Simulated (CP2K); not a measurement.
# AM1 run of GeSiH6O3 (SMILES O[SiH](O)[O][GeH3])

What is the vertical electron affinity of GeSiH6O3 at AM1? 

The calculation is run with CP2K 2026.2.

3 further runs of the same task are left out: 3 set aside as unsound or not needed.

**1. The molecule**

The species is GeSiH6O3 (11 atoms), meant as a singlet with charge 0. As SMILES, `O[SiH](O)[O][GeH3]`. Geometry: a rough force-field guess. This is one conformer, not always the lowest.

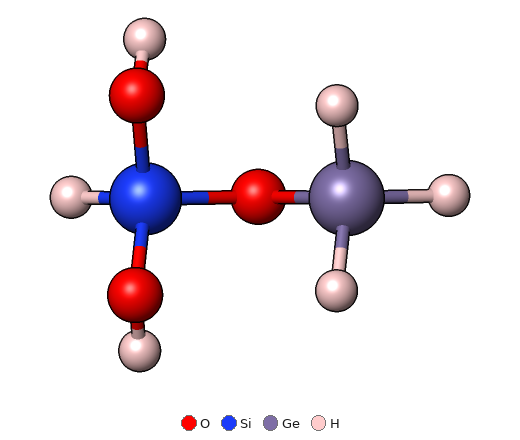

The structure, seen from a chosen angle (oxygen red, silicon blue, germanium purple, hydrogen pink).

**2. Energy and gradient at AM1**

Contents of molecule.inp:

```
&GLOBAL
 PROJECT_NAME molecule
 RUN_TYPE ENERGY_FORCE
 PRINT_LEVEL MEDIUM
&END GLOBAL

&FORCE_EVAL
 METHOD Quickstep
 &DFT
  CHARGE 0
  MULTIPLICITY 1
  ! Quickstep
  &QS
   METHOD AM1
   EPS_DEFAULT 1.0E-10
   &SE
    &COULOMB
     CUTOFF [angstrom] 50
     RC_RANGE [angstrom] 0
    &END COULOMB
    &EXCHANGE
     CUTOFF [angstrom] 50
     RC_RANGE [angstrom] 0
    &END EXCHANGE
   &END SE
  &END QS
  ! cluster boundary conditions
  &POISSON
   PERIODIC NONE
   POISSON_SOLVER ANALYTIC
  &END POISSON
  ! self-consistent field
  &SCF
   SCF_GUESS ATOMIC
   EPS_SCF 1.0E-07
   MAX_SCF 80
   ADDED_MOS 2
   &DIAGONALIZATION
    ALGORITHM STANDARD
   &END DIAGONALIZATION
   &MIXING
    METHOD DIRECT_P_MIXING
    ALPHA 0.4
   &END MIXING
  &END SCF
  &PRINT
   &MOMENTS
    PERIODIC F
    REFERENCE COM
    MAX_MOMENT 1
   &END MOMENTS
   &MO ON
    ENERGIES T
    OCCUPATION_NUMBERS T
    NDIGITS 6
    &EACH
     QS_SCF 0
    &END EACH
    ADD_LAST NUMERIC
   &END MO
   &HIRSHFELD OFF
   &END HIRSHFELD
  &END PRINT
 &END DFT
 ! atoms, cell and kinds
 &SUBSYS
  ! box in angstrom
  &CELL
   ABC [angstrom] 13.5 14 14.6
   PERIODIC NONE
  &END CELL
  &COORD
   O     -0.717600     1.843200    -0.255300
   Si    -0.240700     0.443200    -1.088800
   O      1.494700     0.459400    -1.191700
   O     -0.704400    -1.006500    -0.216500
   Ge     0.042500    -0.856100     1.429300
   H     -1.711100     1.773100    -0.247700
   H     -0.782900     0.402700    -2.408800
   H      1.751500    -0.398200    -1.679700
   H     -0.501100     0.400800     2.161900
   H      1.557600    -0.866700     1.285300
   H     -0.363200    -2.167800     2.220100
  &END COORD
  &TOPOLOGY
   &CENTER_COORDINATES
   &END CENTER_COORDINATES
  &END TOPOLOGY
 &END SUBSYS
 ! extra output
 &PRINT
  &FORCES ON
  &END FORCES
 &END PRINT
&END FORCE_EVAL
```

Launch:

```
$ OMP_NUM_THREADS=1 cp2k.psmp -i molecule.inp > molecule.out 2>&1
```

The log of the run:

```text
CP2K| version string:                                       CP2K version 2026.2
[...]
 GLOBAL| Method name                                                        CP2K
[...]
 GLOBAL| Run type                                                   ENERGY_FORCE
[...]
                             - Atoms:                                         11
[...]
                             - Spherical basis functions:                     26
[...]
 Number of electrons:                                                         32
[...]
     1 P_Mix/Diag. 0.40E+00    0.0     0.80925070       -38.3650435183 -3.84E+01
[...]
    25 DIIS/Diag.  0.42E-07    0.0     0.00000002       -44.5533222916 -2.84E-14
  *** SCF run converged in    25 steps ***
  Core-core repulsion energy [eV]:                           2334.79238322353922
  Core Hamiltonian energy [eV]:                             -2010.15910503530563
  Two-electron integral energy [eV]:                        -3073.98166630119522
  Electronic energy [eV]:                                   -3547.14993818590301
  Total energy [eV]:                                        -1212.35755496236379
  Atomic reference energy [eV]:                              1204.27297262776824
  Heat of formation [kcal/mol]:                              -186.43491239906950
[...]
 SE_DIPOLE| Moment [Debye]          1.09116995       1.04797508       0.01557148
 SE_DIPOLE| Derivative [a.u.]       0.00000000       0.00000000       0.00000000
 ENERGY| Total FORCE_EVAL ( QS ) energy [hartree]            -44.553322291628284
 FORCES| Atomic forces [hartree/bohr]
 FORCES|   Atom     x               y               z               |f|
 FORCES|      1 -4.93320308E-02  1.74613180E-02  1.64087615E-02   5.48433619E-02
 FORCES|      2  2.13336363E-03 -3.56135468E-02 -2.87643971E-02   4.58286646E-02
 FORCES|      3  1.93889087E-02 -4.66914297E-02 -2.37157882E-02   5.58431553E-02
 FORCES|      4 -1.41679074E-03  2.18474568E-02 -2.73678511E-02   3.50473671E-02
 FORCES|      5  4.65947070E-03 -2.17170354E-02  5.50537446E-02   5.93654368E-02
 FORCES|      6  2.77043752E-02  1.54508400E-02  6.74203168E-03   3.24301689E-02
 FORCES|      7 -5.47428215E-03 -2.17572477E-03 -5.73122371E-03   8.21878753E-03
 FORCES|      8 -3.29400061E-03  4.18784287E-02  2.27214492E-02   4.77589519E-02
 FORCES|      9 -7.75867272E-04 -7.54044612E-04 -4.23470505E-03   4.37072993E-03
 FORCES|     10  5.64504808E-03  1.32677922E-03 -3.62589711E-03   6.83915498E-03
 FORCES|     11  7.61805327E-04  8.98695840E-03 -7.48612477E-03   1.17212556E-02
 FORCES| Sum    -5.55111512E-17  1.17961196E-16 -4.26741975E-16
 FORCES| Total atomic force                                       4.46211884E-16
[...]
```

It took 0.42 s on 1 thread of Arm Neoverse N1, shared host; peak memory 0.14 GiB.

**3. The doublet anion**

Contents of job.inp:

```
&global
  project job
  run_type ENERGY_FORCE
  print_level MEDIUM
&end global

&force_eval
  method QUICKSTEP
  &dft
    charge -1
    multiplicity 2
    spin_polarized T
    &qs
      method AM1
      eps_default 1.0E-10
      &se
        &coulomb
          cutoff [angstrom] 50
          rc_range [angstrom] 0
        &end coulomb
        &exchange
          cutoff [angstrom] 50
          rc_range [angstrom] 0
        &end exchange
      &end se
    &end qs
    &poisson
      periodic NONE
      poisson_solver ANALYTIC
    &end poisson
    ! self-consistent field
    &scf
      scf_guess ATOMIC
      eps_scf 1.0E-07
      max_scf 100
      &diagonalization
        algorithm STANDARD
      &end diagonalization
      &mixing
        method DIRECT_P_MIXING
        alpha 0.4
      &end mixing
    &end scf
    ! extra output
    &print
      &moments
        periodic F
        reference COM
        max_moment 1
      &end moments
      &mo ON
        energies T
        occupation_numbers T
        ndigits 6
        &each
          qs_scf 0
        &end each
        add_last NUMERIC
      &end mo
      &hirshfeld OFF
      &end hirshfeld
    &end print
  &end dft
  ! structure
  &subsys
    &cell
      abc 13.5 14 14.6
      periodic NONE
    &end cell
    &coord
      O     -0.717600     1.843200    -0.255300
      Si    -0.240700     0.443200    -1.088800
      O      1.494700     0.459400    -1.191700
      O     -0.704400    -1.006500    -0.216500
      Ge     0.042500    -0.856100     1.429300
      H     -1.711100     1.773100    -0.247700
      H     -0.782900     0.402700    -2.408800
      H      1.751500    -0.398200    -1.679700
      H     -0.501100     0.400800     2.161900
      H      1.557600    -0.866700     1.285300
      H     -0.363200    -2.167800     2.220100
    &end coord
    &topology
      &center_coordinates
      &end center_coordinates
    &end topology
  &end subsys
  ! extra output
  &print
    &forces ON
    &end forces
  &end print
&end force_eval
```

Launch:

```
$ OMP_NUM_THREADS=1 cp2k.psmp -i job.inp > job.out 2>&1
```

The log of the run:

```text
CP2K| version string:                                       CP2K version 2026.2
[...]
 GLOBAL| Method name                                                        CP2K
[...]
 GLOBAL| Run type                                                   ENERGY_FORCE
[...]
                             - Atoms:                                         11
[...]
                             - Spherical basis functions:                     26
[...]
 Number of electrons:                                                         17
[...]
     1 P_Mix/Diag. 0.40E+00    0.0     0.41584719       -38.6555824708 -3.87E+01
[...]
    53 DIIS/Diag.  0.85E-07    0.0     0.00000010       -44.5485175481 -1.56E-13
  *** SCF run converged in    53 steps ***
  Core-core repulsion energy [eV]:                           2334.79238322353922
  Core Hamiltonian energy [eV]:                             -2027.43794037641419
  Two-electron integral energy [eV]:                        -3039.16250817557875
  Electronic energy [eV]:                                   -3547.01919446420334
  Total energy [eV]:                                        -1212.22681124066389
  Atomic reference energy [eV]:                              1204.27297262776824
  Heat of formation [kcal/mol]:                              -183.41989031220999
[...]
 SE_DIPOLE| Moment [Debye]          0.86469539      -2.30862766       4.41168504
 SE_DIPOLE| Derivative [a.u.]       0.00000000       0.00000000       0.00000000
 ENERGY| Total FORCE_EVAL ( QS ) energy [hartree]            -44.548517548055280
 FORCES| Atomic forces [hartree/bohr]
 FORCES|   Atom     x               y               z               |f|
 FORCES|      1 -5.29500161E-02  3.39540697E-02  1.02615305E-02   6.37328963E-02
 FORCES|      2  2.86955644E-03 -6.05728066E-02  9.82905551E-03   6.14321543E-02
 FORCES|      3  3.02630997E-02 -3.97675102E-02 -3.59595731E-02   6.15662324E-02
 FORCES|      4 -1.80236826E-02  1.12349347E-02 -5.42039872E-02   5.82163991E-02
 FORCES|      5  2.35417385E-02  3.44887454E-02  2.61870600E-02   4.92894424E-02
 FORCES|      6  3.05585812E-02  1.09732769E-02  8.37970046E-03   3.35329550E-02
 FORCES|      7 -5.40224256E-03  2.28356306E-04 -8.84664702E-03   1.03681982E-02
 FORCES|      8 -6.64971307E-03  4.15458386E-02  2.69564502E-02   4.99692465E-02
 FORCES|      9 -5.18568311E-03 -1.59862286E-03  3.90878335E-03   6.68771199E-03
 FORCES|     10  1.05010586E-02 -5.37720217E-03  4.56642642E-04   1.18065684E-02
 FORCES|     11 -9.52269706E-03 -2.51090800E-02  1.30309847E-02   2.98488562E-02
 FORCES| Sum     2.35922393E-16  6.10622664E-16  2.42861287E-16
 FORCES| Total atomic force                                       6.98212731E-16
[...]
```

Wall time 0.54 s (1 thread of Arm Neoverse N1, shared host); peak memory 0.14 GiB.

**4. Results**

At AM1:

| quantity | value |
| --- | --- |
| singlet GeSiH6O3: total energy | -44.55332 Eh |
| singlet GeSiH6O3: dipole moment | 1.51 D |
| singlet GeSiH6O3: HOMO energy | -11.07 eV |
| singlet GeSiH6O3: LUMO energy | 0.49 eV |
| singlet GeSiH6O3: HOMO–LUMO gap | 11.57 eV |
| singlet GeSiH6O3: heat of formation at this unrelaxed shape | -186.4 kcal/mol |
| singlet GeSiH6O3: largest force on an atom | 3.053 eV/Å |
| doublet anion: total energy | -44.54852 Eh |
| doublet anion: HOMO energy (highest over α and β) | -0.26 eV |
| doublet anion: heat of formation at this unrelaxed shape | -183.4 kcal/mol |
| doublet anion: largest force on an atom | 3.277 eV/Å |
| vertical electron affinity (to the doublet anion) | -0.131 eV |

**Reading.** The anion lies 0.13 eV (12.6 kJ/mol) above the neutral: the electron isn't bound at this level. The largest force (singlet GeSiH6O3) is 3.05 eV/Å: the shape isn't a stationary point for this species at this level.
